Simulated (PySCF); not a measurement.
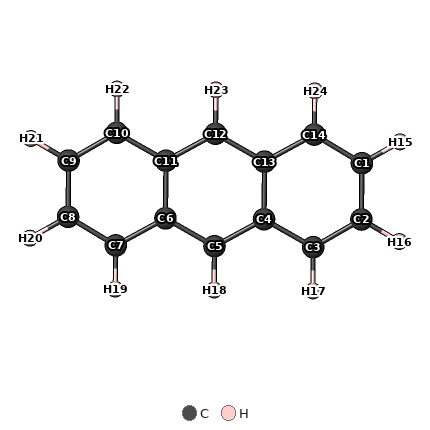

First-order isotropic EPR spectrum (fast tumbling, first derivative) of C₁₄H₁₀⁺, doublet at 9.75 GHz, Lorentzian lines of 0.06 mT full width at half height, from computed g and hyperfine couplings (B3LYP/pcH-1 (IGLO-III on C) in PySCF, at a PBE0-D3(BJ)/def2-SVP geometry (no frequency check), gas phase); values of one conformer, averaged over methyl-type rotors alone; no vibrational averaging; dilute isotopes left out.

**Give g and the hyperfine couplings.**

g_iso = 2.0025, which centres the spectrum at 347.9 mT; it spans 3.2 mT.

```csv
nuclei,isotope,a (mT),a (MHz)
"H18, H23",¹H,−0.66,−18.5
"H17, H19, H22, H24",¹H,−0.34,−9.5
"H15, H16, H20, H21",¹H,−0.12,−3.4
```

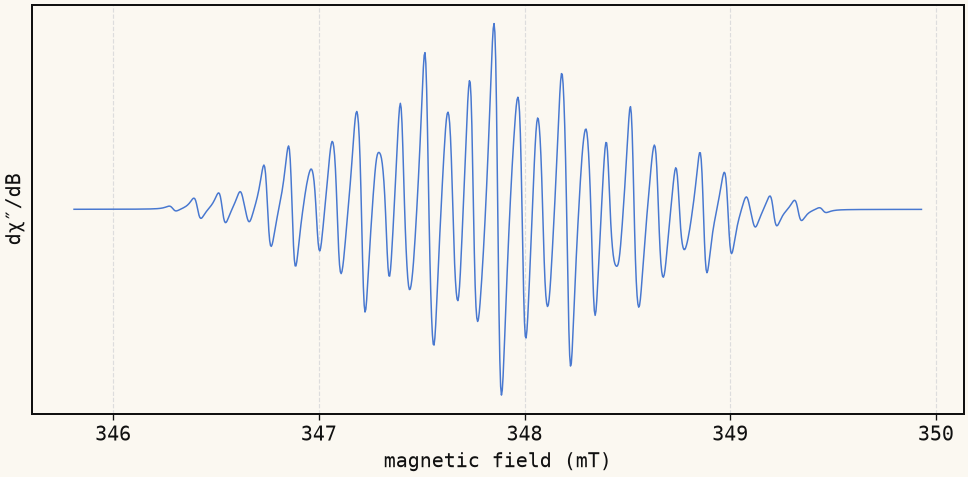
